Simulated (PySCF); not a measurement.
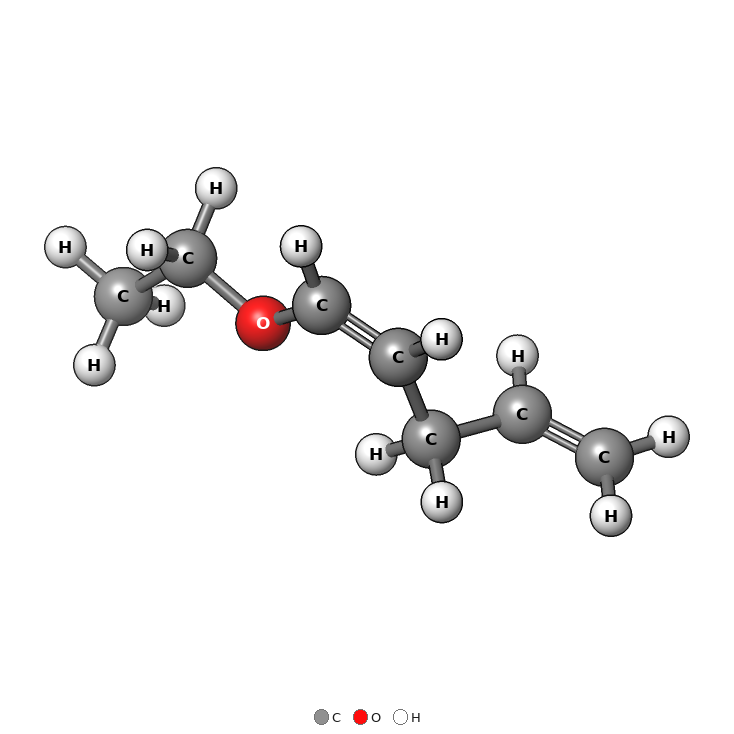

Rendered structure (ball-and-stick style). Multiple sticks mark multiple bonds (one Kekulé form).

The computed structure is the end point of a GFN2-xTB optimisation. No frequency run is at hand to confirm it as a minimum.

Description:

It has 20 atoms: 7 carbon, 12 hydrogen and 1 oxygen (C₇H₁₂O). SMILES: `C=CC/C=C\OCC`. It has no ring. Among its groups: ether, alkene. The point group is C1. Coordination: 4 C trigonal planar; 3 C tetrahedral; 1 O bent.

The parts below concern this one geometry. Atoms keep their numbers from picture to picture.

Dipole moment

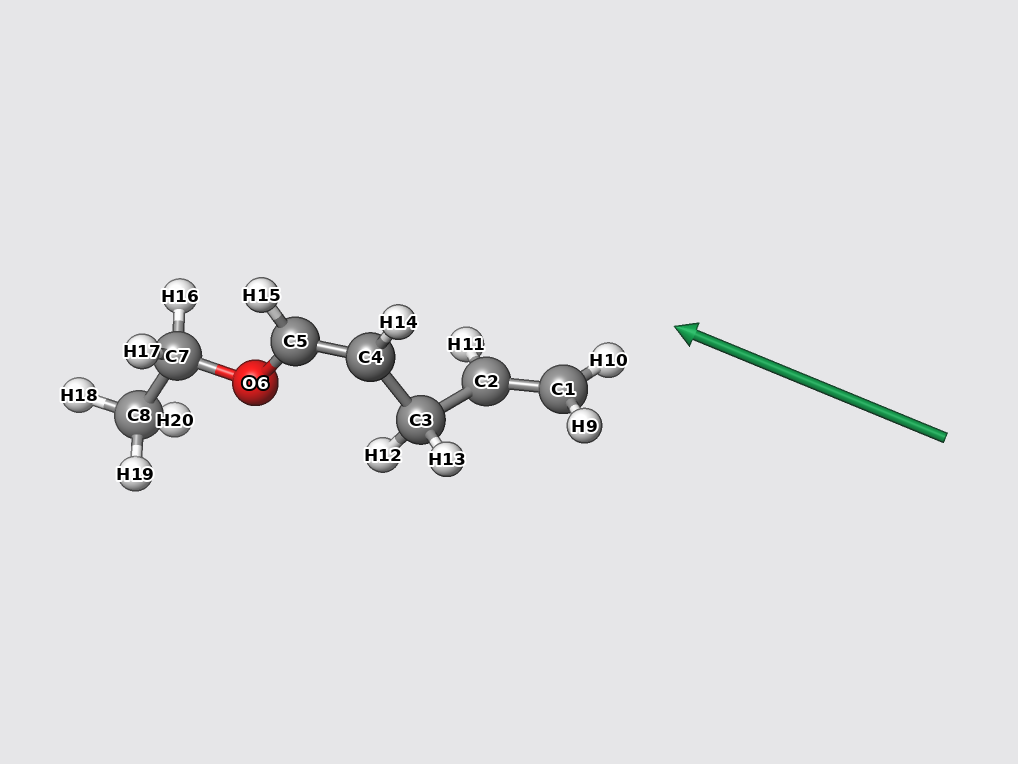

The arrow beside the molecule shows the direction of the dipole moment, from the negative to the positive end (its length means nothing). No frequency run is at hand to confirm it as a minimum. Level of theory: PBE0/pcSseg-1, gas phase (PySCF 2.14.0).

How large is the dipole moment?

Answer. 2.01 D; it points from the side of H9, H10 to the side of H18 (the outermost atoms at the two ends).

Quadrupole coupling

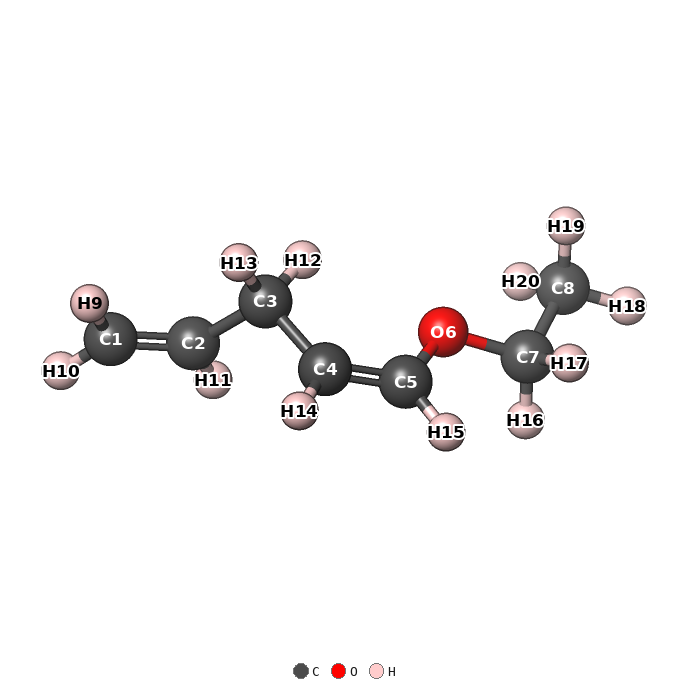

No frequency run is at hand to confirm it as a minimum. Electric field gradients from the ground-state density, PBE0/pcSseg-1 (PySCF 2.14.0), non-relativistic apart from any core potentials.

Give the largest field-gradient component, the quadrupole coupling constant and the asymmetry for 17O at O6 (Q = −25.6 mb), 2H at H9 (Q = 2.86 mb), 2H at H10 (Q = 2.86 mb), 2H at H11 (Q = 2.86 mb), 2H at H12 (Q = 2.86 mb).

```json
{"atom": "O6", "V_zz (a.u.)": "1.874", "e²qQ/h (MHz)": "−11.27", "η": "0.76"}
{"atom": "H9", "V_zz (a.u.)": "0.336", "e²qQ/h (MHz)": "0.226", "η": "0.06"}
{"atom": "H10", "V_zz (a.u.)": "0.339", "e²qQ/h (MHz)": "0.228", "η": "0.05"}
{"atom": "H11", "V_zz (a.u.)": "0.324", "e²qQ/h (MHz)": "0.218", "η": "0.05"}
{"atom": "H12", "V_zz (a.u.)": "0.300", "e²qQ/h (MHz)": "0.202", "η": "0.01"}
```

Excitation

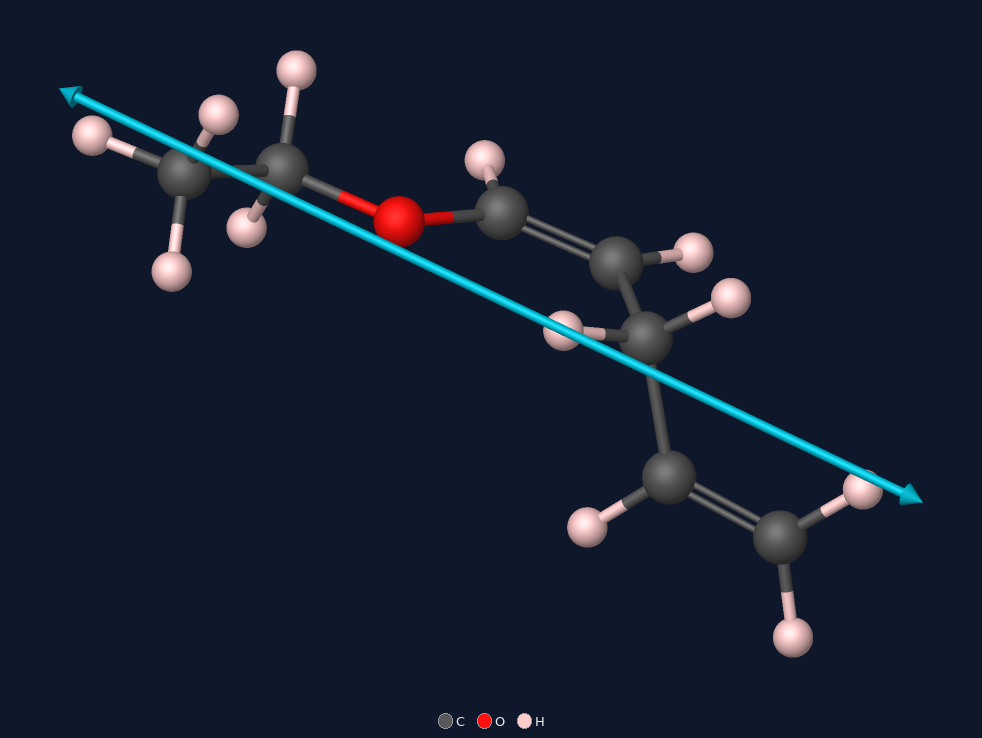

The double arrow shows the direction of the transition dipole to excited singlet state 4 (its length means nothing). No frequency run is at hand to confirm it as a minimum. Method: TDDFT PBE0/def2-SVPD, vertical, gas phase, core orbitals frozen in the response (PySCF 2.14.0).

Give its energy, strength and character.

Answer. 6.67 eV (186 nm), oscillator strength 0.27, of mixed character, with the largest part HOMO → LUMO+2 (weight 0.40); transition dipole 3.26 D.
